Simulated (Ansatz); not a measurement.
HfSiNH₅ClOF: molecular dynamics

System: HfSiNH₅ClOF.
Method: RKS PBE/def2-SVP (Ansatz 0.2.0).

One setting was made poor on purpose. It belongs to a series of runs on one base structure; here: an input spoilt on purpose.

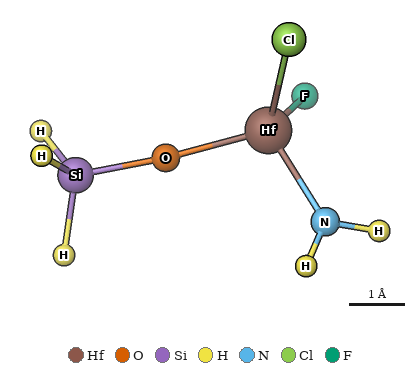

**Figure 1.** The starting structure (ball-and-stick view, seen at a tilt). Sticks mark near contacts.

The input
```yaml
crystal:
  periodic: [false, false, false]
  atoms:
    - { symbol: Hf, position_ang: [-0.15131, -0.098434, -0.356831] }
    - { symbol: O, position_ang: [-0.68252, -0.231399, 1.5093] }
    - { symbol: Si, position_ang: [-1.26169, -0.356113, 3.08509] }
    - { symbol: H, position_ang: [-2.469408, -1.252076, 3.111427] }
    - { symbol: H, position_ang: [-0.186041, -0.939258, 3.960084] }
    - { symbol: H, position_ang: [-1.63184, 1.009441, 3.592454] }
    - { symbol: "N", position_ang: [1.87276, -0.007007, -0.377793] }
    - { symbol: H, position_ang: [2.470404, -0.269169, -1.171251] }
    - { symbol: H, position_ang: [2.476544, 0.325647, 0.382944] }
    - { symbol: Cl, position_ang: [-1.051399, 1.891118, -1.318291] }
    - { symbol: F, position_ang: [-0.656399, -1.61285, -1.433334] }
basis:
  gaussian: { orbitals: def2-SVP }
hamiltonian:
  xc: pbe
md:
  timestep: -0.5
  n_steps: 25
  ensemble: nve
  temperature: 300.0
  initial_velocities: maxwell_boltzmann
  seed: 725392
```

Launch command:
```bash
ansatz run input.yaml --threads 4 --pin off --max-ram 5120MiB --backend cpu --events-out ev --progress --plain --runs-dir out
```

What the program printed
```
Error: invalid value for `md.timestep`: must be finite and > 0; got -0.5 fs
```

What the run reported

- outcome: refused by the program
- hardware: 4 threads of AMD EPYC (Zen 3), 32 GiB of memory available, shared host

The program refused the input: “invalid value for `md.timestep`: must be finite and > 0; got -0.5 fs” A deliberately poor setting: bad input.
